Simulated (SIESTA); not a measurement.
Band structure of MoIr₃ (P6_3/mmc, 8 atoms in the cell).

```
MoIr3
1.0
    5.50902     0.00000     0.00000
   -2.75451     4.77095     0.00000
    0.00000     0.00000     4.39795
Mo Ir
2 6
Cartesian
  0.00000   3.18064   1.09949
  2.75451   1.59032   3.29846
  2.75451   3.18389   1.09949
  0.00000   1.58706   3.29846
 -1.38008   3.97742   3.29846
  4.13459   0.79353   1.09949
  1.37443   0.79353   1.09949
  1.38008   3.97742   3.29846
```

Method of the run: GGA PBEsol, numerical atomic orbitals DZP, PseudoDojo PBEsol standard norm-conserving potentials (rewritten from UPF to PSML) run with SIESTA 5.4.2.

Settings: XC.functional = GGA; XC.authors = PBEsol; potentials = PseudoDojo PBEsol standard; PAO.BasisSize = DZP; PAO.EnergyShift = 0.005 Ry; MeshCutoff = 350 Ry; kgrid.MonkhorstPack = 5 5 6; OccupationFunction = FD; ElectronicTemperature = 1578.21 K; MaxSCFIterations = 150; SCF.Mixer.Method = Broyden; SCF.Mixer.Weight = 0.1; SCF.Mixer.History = 8; SCF.DM.Tolerance = 1.0E-05.

The starting cell comes from a database of computed structures (which also holds hypothetical and non-ambient phases and stackings), without a prior relaxation at this level. Spin-orbit coupling is off. Spin polarisation is off. Values carry the incompleteness of an atom-centred basis.

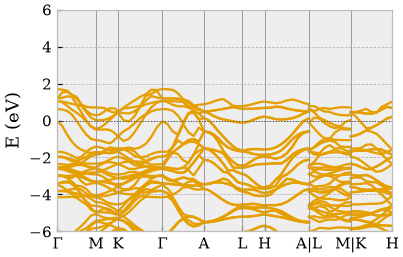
Fig. 1. Bands along the path, energies from the Fermi level.

Levels in eV from the Fermi level, bands 61 to 66:
| point | 61 | 62 | 63 | 64 | 65 | 66 |
|---|---|---|---|---|---|---|
| Γ | -1.94 | -1.68 | -0.04 | 0.62 | 1.06 | 1.06 |
| M | -1.76 | -1.70 | -1.42 | -1.06 | -0.49 | -0.45 |
| K | -1.64 | -1.64 | -1.50 | -0.86 | -0.86 | 0.43 |
| A | -0.59 | -0.59 | 0.12 | 0.12 | 0.49 | 0.49 |
| L | -1.67 | -1.67 | -1.62 | -1.62 | -0.11 | -0.11 |
| H | -1.85 | -1.85 | -1.56 | -1.56 | 0.21 | 0.21 |

Bands cross the Fermi level along this path, so the cell is metallic at this level.

Higher empty bands are left out: an atom-centred basis made for the valence describes them poorly.
